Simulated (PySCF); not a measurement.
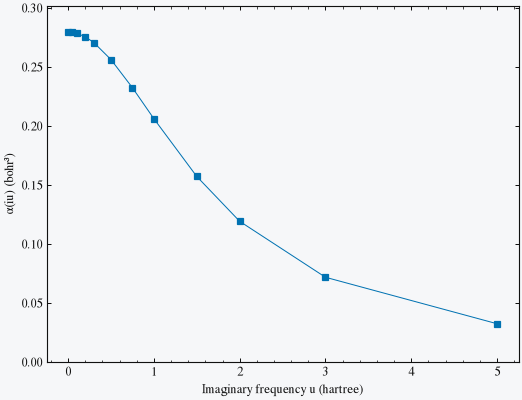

**Figure 1.** Dipole polarisability at imaginary frequency of He⁺ (1s). Coupled response at the HF level; PySCF, dyall-acv3z, non-relativistic, unrestricted single determinants, no spin-orbit coupling. The static dipole polarisability is 0.279 bohr³; α(iu) falls to half of it near u = 1.7 hartree. The Casimir–Polder integral gives C₆ = 0.101 hartree bohr⁶ for two such species.

Atomic calculation for He⁺

He⁺, configuration 1s1, multiplicity 2. Computed at this level: unrestricted HF, dyall-acv3z, non-relativistic, point nucleus (PySCF).

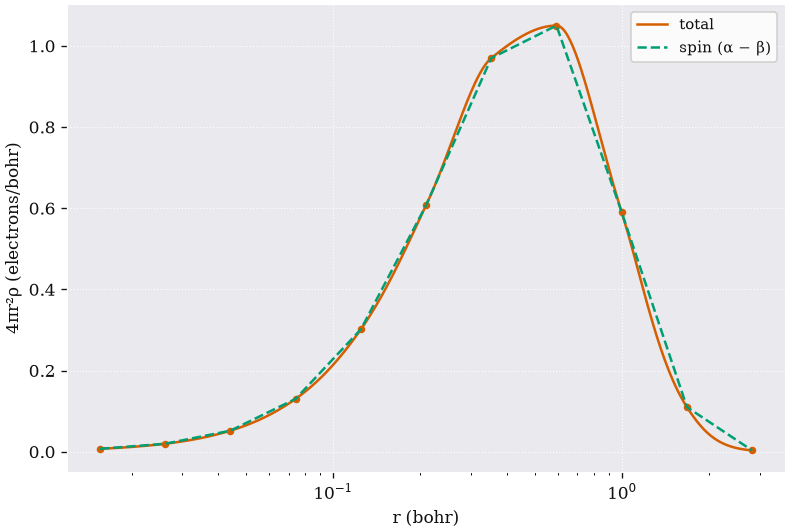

**Figure 2.** Spherically averaged radial density 4πr²ρ of the mean field and its spin part; markers are the stored points, which are sparse, and the line is a monotone interpolation between them. The largest stored value is 1.05 electrons/bohr at r = 0.59 bohr. Root-mean-square radii of the shells: 1s 0.866 bohr.

These pictures come from the run below.

## Input file
```python
from pyscf import gto, scf, dft, mp, cc
import basis_set_exchange as bse
mol = gto.M(atom="He 0 0 0", charge=1, spin=1, symmetry="D2h",
            basis=gto.basis.parse(bse.get_basis("dyall-acv3z", elements=["He"], fmt="nwchem", header=False)))
mf = scf.UHF(mol)
mf.irrep_nelec = {'Ag': (1, 0)}
mf.kernel()
```

The script is an equivalent of what the driver set up; the driver started from orbitals of its own, so the log can be shorter than this script's would be, and it computed the properties (radii, ⟨L²⟩, response) afterwards. It held the occupations shell by shell, which the script's counts by irreducible representation don't always enforce.

Launched within a batch (the task file carries these settings):
```bash
OMP_NUM_THREADS=1 python <driver script> TASK.json OUT
```

## Output (extracts)
```
damping factor = 0
level_shift factor = 0
DIIS = <class 'pyscf.scf.diis.CDIIS'>
diis_start_cycle = 1
diis_space = 10
diis_damp = 0
SCF conv_tol = 1e-09
SCF conv_tol_grad = None
number electrons alpha = 1  beta = 0
cycle= 1 E= -1.99998128535662  delta_E= -3.49e-11  |g|= 1.46e-06  |ddm|= 1.2e-05
converged SCF energy = -1.99998128535662  <S^2> = 0.75  2S+1 = 2
```

## Key numbers

```tsv
quantity	value
outcome	converged
total energy	−1.999981 hartree
kinetic energy	1.999949 hartree
−E/T (1 by the virial theorem at the basis-set limit)	1.0000
⟨S²⟩	0.750
static polarisability	0.279 bohr³
C₆ of the like pair	0.101 hartree bohr⁶
SCF iterations	1
hardware	1 CPU thread, shared host
```
